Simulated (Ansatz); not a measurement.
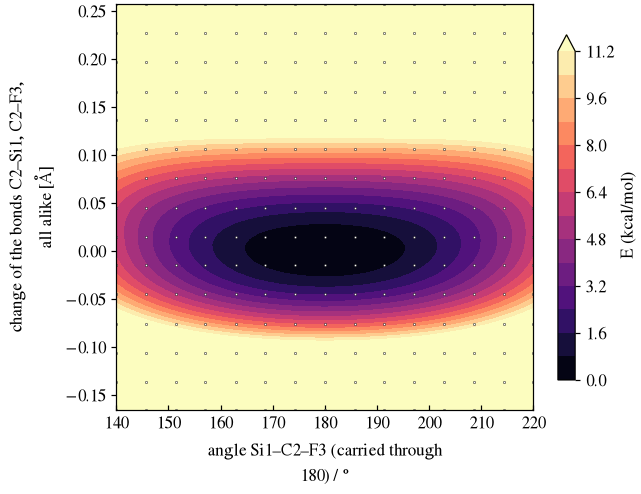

CFSi, SMILES FC#[Si+], charge +1. 
- Coordinates scanned: (1) angle Si1–C2–F3 (carried through 180); (2) change of the bonds C2–Si1, C2–F3, all alike.
- Nothing is relaxed (all other coordinates rigid).
- The scan uses a 15 × 15 grid; 120 points were computed and 105 follow by symmetry.
- Points are written as (first, second).
- Energies are in kcal/mol, from the relaxed molecule at the same level.
- These are results of Ansatz, RKS CAM-B3LYP-D4/def2-TZVP, not measurements.

Drawn: filled contours, dots at the grid points, one colour for all values above the top of the scale. Between grid points the surface is interpolated.

**Estimate the position of the minimum and the force constants in these coordinates.**

The interpolated minimum is at the first coordinate ≈ 180.0°, the second coordinate ≈ 0.000 Å. The curvatures there are about 0.92 eV/rad² and 90 eV/Å², with a cross term of about 0 eV/(rad·Å). Round the minimum the two coordinates are nearly uncoupled. (1 eV is 23.1 kcal/mol.)
